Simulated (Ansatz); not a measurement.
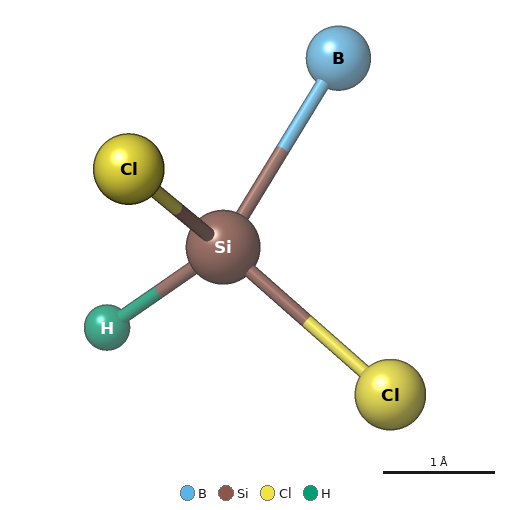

Distant atoms are faded towards the background colour. The computed structure is the end point of a PBE0-D4/def2-TZVP optimisation. No frequency run is at hand to confirm it as a minimum. Masses are those of the most abundant isotopes; constants are for the rigid equilibrium geometry.

What kind of rotor is it, and what are its rotational constants in cm⁻¹?

Answer. An asymmetric top (Cs): A = 0.171, B = 0.0782, C = 0.0600 cm⁻¹. Ray's parameter κ is −0.67, nearer the prolate limit.
